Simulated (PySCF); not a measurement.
**C3H4F2: geometry, spin-spin couplings**

Wanted: the spin-spin couplings of C3H4F2 (`C=C(F)CF`), by calculation.

Computed with PySCF 2.14.0, with density-fitted response routines of our own, on a single molecule in the gas phase. Atoms are numbered from 0 throughout.

## 1. The molecule as given

9 atoms, charge 0, multiplicity 1; geometry from: GFN2-xTB. The atoms were then displaced at random by about 0.01 Å, so the start is not that level's minimum.

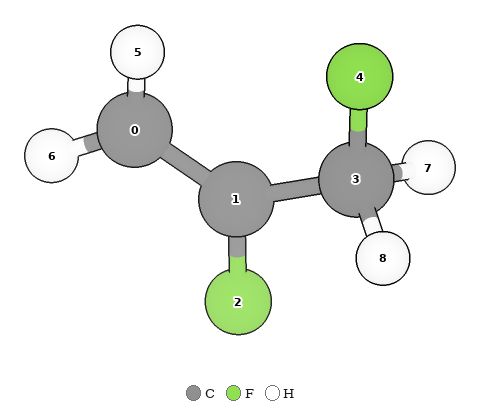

As it starts; carbon grey, fluorine green, hydrogen white, atoms numbered; sticks join atoms by distance.

## 2. Optimising the geometry at PBE0-D3(BJ)/def2-SVP

Job settings and geometry (Å):

```
{"job": {"xc": "PBE0", "basis": "def2-SVP", "d3": "d3bj", "grid": 1, "shake": 0.01, "kind": "geom"}, "charge": 0, "multiplicity": 1}
C      1.368060    -0.207590     0.375500
C      0.304630     0.352970    -0.235590
F      0.436090     1.420560    -1.063490
C     -1.095330    -0.055020    -0.152310
F     -1.284160    -1.138800     0.668280
H      1.210450    -1.022280     1.016930
H      2.348860     0.204580     0.231310
H     -1.488400    -0.338390    -1.144430
H     -1.742400     0.766820     0.270060
```

Command:

```bash
$ OMP_NUM_THREADS=1 python probes_run.py task.json out
```

One launch serves the whole session: the jobs run in the order shown.

What it wrote:

```text
step   0  E = -315.80345953  max force = 0.039983
step   1  E = -315.80342958  max force = 0.019365
step   2  E = -315.80580381  max force = 0.012356
step   3  E = -315.80655763  max force = 0.011235
step   4  E = -315.80735163  max force = 0.001905
step   5  E = -315.80743921  max force = 0.001443
step   6  E = -315.80752521  max force = 0.000648
step   7  E = -315.80761339  max force = 0.000666
step   8  E = -315.80763137  max force = 0.000494
step   9  E = -315.80763379  max force = 0.000189
optimisation converged
```

Wall time 17 s (1 thread of Intel Xeon 6975P-C, shared host); peak memory 0.39 GiB.

Along the way:

```
step  energy from step 0 (eV)  largest force component (eV/Å)
   0                   0.0000                          2.0560
   1                   0.0008                          0.9958
   2                  -0.0638                          0.6354
   3                  -0.0843                          0.5777
   4                  -0.1059                          0.0980
   5                  -0.1083                          0.0742
   6                  -0.1106                          0.0333
   7                  -0.1130                          0.0342
   8                  -0.1135                          0.0254
   9                  -0.1136                          0.0097
```

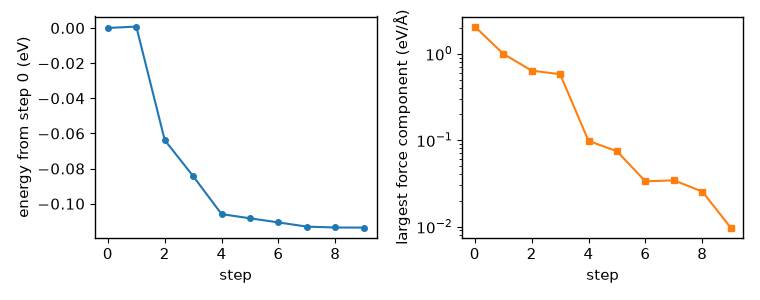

Energy and largest force along the relaxation.

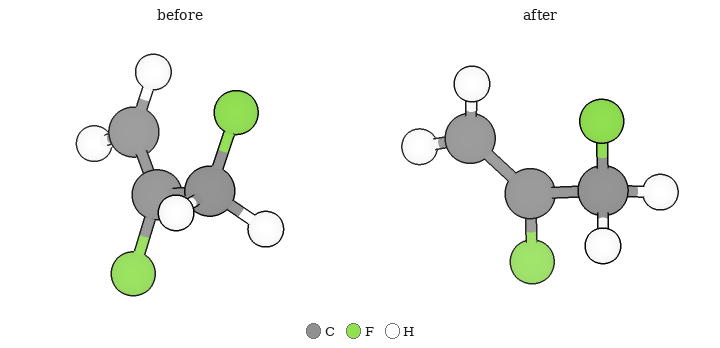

The geometry before (left) and after (right).

Close pairs (by a distance rule), those that changed most:

```csv
bond,before (Å),after (Å),change (Å)
C0–H5,1.049,1.089,+0.040
C1–C3,1.461,1.495,+0.034
C0–C1,1.349,1.325,-0.023
C3–H8,1.128,1.105,-0.023
C1–F2,1.357,1.337,-0.021
C0–H6,1.074,1.091,+0.017
C3–F4,1.372,1.362,-0.011
C3–H7,1.104,1.105,+0.001
```

The final coordinates are the input of the step that follows.

```
                         at the end point                value
  point group (found at 0.08 Å tolerance)                   Cs
rotational constants (GHz, main isotopes)  9.557, 3.828, 2.781
                        dipole moment (D)                 0.45
```

## 3. Indirect couplings: B3LYP/cc-pVTZ

Job settings and geometry (Å):

```
{"job": {"kind": "j", "xc": "B3LYP", "basis": "cc-pVTZ"}, "charge": 0, "multiplicity": 1}
C      1.045430     0.374915     0.870989
C      0.372531     0.275429    -0.266660
F      0.810375     0.814860    -1.408446
C     -0.932563    -0.420846    -0.480917
F     -1.386469    -0.978058     0.675619
H      0.636038    -0.085740     1.769070
H      1.994838     0.909962     0.913953
H     -0.806626    -1.205711    -1.248892
H     -1.675461     0.303076    -0.862598
```

Method: B3LYP/cc-pVTZ indirect spin-spin coupling, non-relativistic, gas phase.

What it wrote:

```text
coarse grid: 7912 points
cycle   1  E = -316.4267519212  dE =  5.584e-01  |g| = 6.831e-01  |ddm| = 6.099e+00
cycle   2  E = -316.3101291746  dE =  1.166e-01  |g| = 1.078e+00  |ddm| = 2.111e+00
cycle   3  E = -316.5014599716  dE = -1.913e-01  |g| = 1.073e-01  |ddm| = 1.327e+00
cycle   4  E = -316.5037467129  dE = -2.287e-03  |g| = 4.794e-02  |ddm| = 2.299e-01
cycle   5  E = -316.5041687460  dE = -4.220e-04  |g| = 1.507e-02  |ddm| = 7.542e-02
cycle   6  E = -316.5042098620  dE = -4.112e-05  |g| = 3.974e-03  |ddm| = 2.499e-02
cycle   7  E = -316.5042133911  dE = -3.529e-06  |g| = 2.550e-04  |ddm| = 5.896e-03
final grid: 78320 points
cycle   8  E = -316.5001835000  dE = -5.315e-05  |g| = 6.592e-03  |ddm| = 6.940e-02
cycle   9  E = -316.5001748296  dE =  8.670e-06  |g| = 9.974e-03  |ddm| = 1.988e-02
cycle  10  E = -316.5001907325  dE = -1.590e-05  |g| = 7.507e-04  |ddm| = 1.151e-02
cycle  11  E = -316.5001908170  dE = -8.446e-08  |g| = 2.214e-04  |ddm| = 1.485e-03
cycle  12  E = -316.5001908259  dE = -8.902e-09  |g| = 7.035e-05  |ddm| = 3.703e-04
cycle  13  E = -316.5001908264  dE = -5.700e-10  |g| = 2.485e-05  |ddm| = 1.029e-04
converged SCF energy = -316.5001908264

Indirect spin-spin couplings (Hz)
  i      j    bonds     total        FC       PSO       DSO        SD
  0 C    1 C    1    112.754   116.818    -8.312     0.238     4.010
  0 C    2 F    2      6.348    17.280   -20.475    -0.318     9.860
  0 C    3 C    2      5.563     5.819    -0.195    -0.037    -0.024
  0 C    4 F    3      5.812     7.096    -1.136    -0.003    -0.145
  0 C    5 H    1    160.565   158.796     0.812     0.693     0.265
  0 C    6 H    1    155.270   153.426     0.933     0.657     0.253
  0 C    7 H    3      1.902     1.977     0.370    -0.421    -0.024
  0 C    8 H    3      1.909     1.984     0.368    -0.420    -0.024
  1 C    2 F    1   -319.271  -310.337   -11.120     0.873     1.313
  1 C    3 C    1     54.041    54.335    -1.526     0.317     0.915
  1 C    4 F    2     17.487    22.963    -5.258     0.076    -0.294
  1 C    5 H    2      6.739     8.494    -1.442    -0.227    -0.086
  1 C    6 H    2     -5.644    -3.999    -1.293    -0.324    -0.028
  1 C    7 H    2     -5.225    -5.361    -0.061     0.063     0.134
  1 C    8 H    2     -5.195    -5.332    -0.060     0.063     0.134
  2 F    3 C    2     41.828    48.005    -5.377     0.018    -0.818
  2 F    4 F    3    -60.296   -29.230   -42.590    -1.567    13.091
  2 F    5 H    3     40.795    45.643    -3.491    -2.338     0.982
  2 F    6 H    3     16.594    21.549    -3.862    -0.382    -0.711
  2 F    7 H    3     -4.107    -3.935     0.418    -0.129    -0.461
  2 F    8 H    3     -4.195    -4.033     0.428    -0.137    -0.453
  3 C    4 F    1   -240.801  -283.478    23.233     0.744    18.701
  3 C    5 H    3      1.701     1.773    -0.002    -0.049    -0.021
  3 C    6 H    3      4.805     4.910     0.298    -0.476     0.073
  3 C    7 H    1    137.166   136.037    -0.075     1.061     0.142
  3 C    8 H    1    137.132   136.003    -0.074     1.061     0.142
  4 F    5 H    4      5.114     5.810    -1.871     1.150     0.024
  4 F    6 H    4      6.368     6.639     1.243    -1.461    -0.053
  4 F    7 H    2     37.923    32.262    10.192    -1.331    -3.199
  4 F    8 H    2     37.981    32.323    10.190    -1.331    -3.201
  5 H    6 H    2     -1.290    -1.298     3.260    -3.450     0.199
  5 H    7 H    4     -2.325    -2.072     1.220    -1.437    -0.035
  5 H    8 H    4     -2.337    -2.086     1.212    -1.428    -0.034
  6 H    7 H    4     -2.306    -2.039     1.481    -1.774     0.026
  6 H    8 H    4     -2.319    -2.053     1.480    -1.773     0.026
  7 H    8 H    2    -13.623   -14.011     1.729    -1.845     0.504
```

Wall time 18 s (1 thread of Intel Xeon 6975P-C, shared host); peak memory 0.85 GiB.

The basis is not made for couplings: without tight functions at the nuclei these values are rough.

A choice of the couplings up to four bonds, sorted by the number of bonds, with means over like pairs; isotopes 13C, 19F, 1H:

| pair | bonds | J (Hz) | Fermi contact (Hz) | dihedral (°) |
| --- | --- | --- | --- | --- |
| C1–F2 | 1 | -319.3 | -310.3 | – |
| C3–F4 | 1 | -240.8 | -283.5 | – |
| C0–H5 | 1 | 160.6 | 158.8 | – |
| C0–H6 | 1 | 155.3 | 153.4 | – |
| C3–H7 | 1 | 137.1 | 136.0 | – |
| C0–C1 | 1 | 112.8 | 116.8 | – |
| C1–C3 | 1 | 54.0 | 54.3 | – |
| F2–C3 | 2 | 41.8 | 48.0 | – |
| F4–H7 | 2 | 38.0 | 32.3 | – |
| C1–F4 | 2 | 17.5 | 23.0 | – |
| H7–H8 | 2 | -13.6 | -14.0 | – |
| C1–H5 | 2 | 6.7 | 8.5 | – |
| C0–F2 | 2 | 6.3 | 17.3 | – |
| C1–H6 | 2 | -5.6 | -4.0 | – |
| C0–C3 | 2 | 5.6 | 5.8 | – |
| C1–H7 | 2 | -5.2 | -5.3 | – |
| F2–F4 | 3 | -60.3 | -29.2 | 180 |
| F2–H5 | 3 | 40.8 | 45.6 | 180 |
| F2–H6 | 3 | 16.6 | 21.5 | 0 |
| C0–F4 | 3 | 5.8 | 7.1 | 0 |
| C3–H6 | 3 | 4.8 | 4.9 | -180 |
| F2–H7 | 3 | -4.2 | -4.0 | 59 |
| C0–H7 | 3 | 1.9 | 2.0 | -121 |
| C3–H5 | 3 | 1.7 | 1.8 | 0 |
| F4–H6 | 4 | 6.4 | 6.6 | – |
| F4–H5 | 4 | 5.1 | 5.8 | – |
| H5–H7 | 4 | -2.3 | -2.1 | – |
| H6–H7 | 4 | -2.3 | -2.0 | – |

## 4. Indirect couplings: B3LYP/6-31G*

Settings changed since step 3:

```diff
@@ -1,2 +1,2 @@
-{"job": {"kind": "j", "xc": "B3LYP", "basis": "cc-pVTZ"}, "charge": 0, "multiplicity": 1}
+{"job": {"kind": "j", "xc": "B3LYP", "basis": "6-31G*"}, "charge": 0, "multiplicity": 1}
 C      1.045430     0.374915     0.870989
```

With the program's defaults for keys left out, this is: B3LYP/6-31G* indirect spin-spin coupling, non-relativistic, gas phase.

What it wrote:

```text
coarse grid: 7912 points
cycle   1  E = -316.2917973199  dE =  5.702e-01  |g| = 6.912e-01  |ddm| = 2.741e+00
cycle   2  E = -316.1780514043  dE =  1.137e-01  |g| = 1.049e+00  |ddm| = 1.242e+00
cycle   3  E = -316.3741115407  dE = -1.961e-01  |g| = 1.104e-01  |ddm| = 8.057e-01
cycle   4  E = -316.3769389028  dE = -2.827e-03  |g| = 3.954e-02  |ddm| = 1.425e-01
cycle   5  E = -316.3772393733  dE = -3.005e-04  |g| = 1.455e-02  |ddm| = 4.103e-02
cycle   6  E = -316.3772875299  dE = -4.816e-05  |g| = 2.297e-03  |ddm| = 1.393e-02
cycle   7  E = -316.3772887935  dE = -1.264e-06  |g| = 2.626e-04  |ddm| = 2.125e-03
final grid: 78320 points
cycle   8  E = -316.3605361418  dE = -1.125e-05  |g| = 5.855e-03  |ddm| = 1.293e-02
cycle   9  E = -316.3605289961  dE =  7.146e-06  |g| = 8.792e-03  |ddm| = 1.030e-02
cycle  10  E = -316.3605431256  dE = -1.413e-05  |g| = 5.956e-04  |ddm| = 6.056e-03
cycle  11  E = -316.3605432002  dE = -7.460e-08  |g| = 9.135e-05  |ddm| = 6.005e-04
cycle  12  E = -316.3605432011  dE = -8.318e-10  |g| = 5.781e-05  |ddm| = 1.003e-04
cycle  13  E = -316.3605432016  dE = -5.606e-10  |g| = 1.244e-05  |ddm| = 5.051e-05
converged SCF energy = -316.3605432016

Indirect spin-spin couplings (Hz)
  i      j    bonds     total        FC       PSO       DSO        SD
  0 C    1 C    1    104.730   108.568    -7.657     0.238     3.581
  0 C    2 F    2     18.976    28.950   -18.753    -0.294     9.073
  0 C    3 C    2      2.262     2.472    -0.147    -0.037    -0.026
  0 C    4 F    3      2.391     3.612    -1.107     0.004    -0.118
  0 C    5 H    1    175.258   173.827     0.370     0.779     0.282
  0 C    6 H    1    174.140   172.674     0.447     0.744     0.274
  0 C    7 H    3      5.968     6.145     0.266    -0.417    -0.027
  0 C    8 H    3      5.993     6.170     0.265    -0.415    -0.027
  1 C    2 F    1   -221.462  -216.387    -6.286     0.997     0.214
  1 C    3 C    1     73.051    73.191    -1.245     0.320     0.785
  1 C    4 F    2     24.600    29.078    -4.363     0.097    -0.212
  1 C    5 H    2      4.209     5.945    -1.344    -0.218    -0.175
  1 C    6 H    2     -7.863    -6.112    -1.312    -0.312    -0.126
  1 C    7 H    2     -6.931    -7.033    -0.080     0.081     0.100
  1 C    8 H    2     -6.918    -7.021    -0.079     0.081     0.101
  2 F    3 C    2     38.829    43.990    -4.598     0.039    -0.602
  2 F    4 F    3    -22.824    -4.451   -30.193    -1.483    13.304
  2 F    5 H    3     28.469    34.115    -3.919    -2.263     0.535
  2 F    6 H    3      7.319    12.691    -4.260    -0.314    -0.798
  2 F    7 H    3     -4.397    -4.099     0.166    -0.060    -0.404
  2 F    8 H    3     -4.506    -4.212     0.174    -0.069    -0.399
  3 C    4 F    1   -189.243  -227.100    21.973     0.852    15.032
  3 C    5 H    3      1.651     1.739    -0.024    -0.044    -0.020
  3 C    6 H    3      4.354     4.547     0.212    -0.471     0.066
  3 C    7 H    1    163.592   162.694    -0.280     1.123     0.055
  3 C    8 H    1    163.583   162.685    -0.279     1.123     0.054
  4 F    5 H    4      6.557     6.967    -1.599     1.150     0.039
  4 F    6 H    4      5.262     5.985     0.761    -1.428    -0.055
  4 F    7 H    2     47.685    43.352     8.327    -1.158    -2.836
  4 F    8 H    2     47.748    43.421     8.323    -1.157    -2.838
  5 H    6 H    2     -4.089    -2.859     2.014    -3.309     0.065
  5 H    7 H    4     -3.228    -2.548     0.770    -1.410    -0.040
  5 H    8 H    4     -3.240    -2.563     0.764    -1.401    -0.040
  6 H    7 H    4     -3.221    -2.499     0.995    -1.750     0.032
  6 H    8 H    4     -3.237    -2.515     0.995    -1.748     0.032
  7 H    8 H    2    -16.221   -15.844     0.906    -1.710     0.426
```

Wall time 5.7 s (1 thread of Intel Xeon 6975P-C, shared host); peak memory 0.49 GiB.

The basis is not made for couplings: without tight functions at the nuclei these values are rough.

In short: J(C1,F2) -221.5 Hz, J(C3,F4) -189.2 Hz, J(C0,H5) 175.3 Hz (means over like pairs).

## 5. Side by side: spin-spin couplings

Couplings (Hz), each a mean over the pairs like the one named, with basis size and wall time:

```csv
run,C1–F2,C3–F4,C0–H5,C0–H6,C3–H7,C0–C1,C1–C3,functions,time
B3LYP/cc-pVTZ,-319.3,-240.8,160.6,155.3,137.1,112.8,54.0,206,18 s
B3LYP/6-31G*,-221.5,-189.2,175.3,174.1,163.6,104.7,73.1,78,5.7 s
```

## 6. Results

```
                                     quantity                     value
                                  point group                        Cs
         rotational constants (main isotopes)      9.56, 3.83, 2.78 GHz
largest coupling of the table (B3LYP/cc-pVTZ)  1J(C,F) C1–F2, -319.3 Hz
      range of J(C1,F2), mean over like pairs       -319.3 to -221.5 Hz
```

The start of the PBE0/def2-SVP relaxation was shaken at random by about 0.01 Å, so part of the energy gained, and of the first lengths quoted, undoes that. Relaxing lowered the energy by 0.114 eV in 9 steps; the close pair that moved most is C0–H5, from 1.049 to 1.089 Å. No frequency check was run at this level, so the end point may be a saddle. In the run at B3LYP/cc-pVTZ, the largest coupling of the table is C1–F2, -319.3 Hz, of which the Fermi-contact term gives -310.3 Hz. Couplings across rotatable bonds belong to this one conformer; where others are populated, the observed values are averages. Density functionals describe couplings to fluorine poorly, F–F couplings above all, so those rows are rough. The coupling C1–F2, as a mean over pairs of its kind, runs from -319.3 Hz (B3LYP/cc-pVTZ) to -221.5 Hz (B3LYP/6-31G*). Couplings from bases without tight functions are rough.
